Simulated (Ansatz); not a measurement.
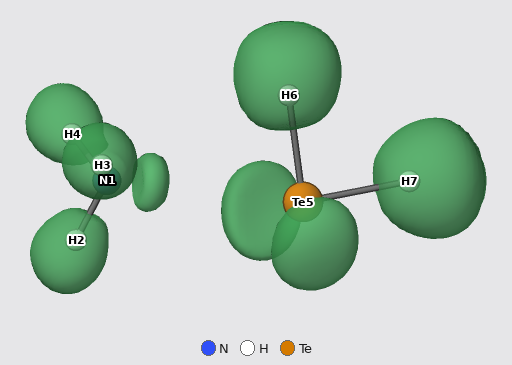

Figure 1: NH₃···H₂Te. Isosurface of the electron localisation function at 0.9 (green), seen at a tilt. Only the valence region is drawn (cores and ρ < 0.01 e/Å³ removed).

Geometry: PBE0-D4/def2-TZVP; core potentials replace the inner electrons of Te.

Method: RKS PBE0-D4/def2-TZVPPD (Ansatz 0.2.0).

```xyz
7

N    -0.1084   -0.1082   -1.3513
H    -0.7392   -0.7930   -1.7493
H    -0.3795    0.7983   -1.7116
H     0.8194   -0.3128   -1.7014
Te   -0.3536   -0.2886    1.7307
H     0.8761    0.7673    1.4135
H    -0.1150   -0.0630    3.3693
```

Q: Where are the electrons localised?

A: At this value the surface marks out five regions around hydrogen nuclei, one lobe on N, pointing away from the bonds (lone pairs) and two lobes on Te, pointing away from the bonds (lone pairs).

Values along the shortest contacts:
Te5···N1 (3.10 Å): the ELF dips to about 0.10 between them. N–H (1.01 Å): the ELF climbs to about 1 towards the hydrogen, as it does in any bond to H: a covalent bond by its length.
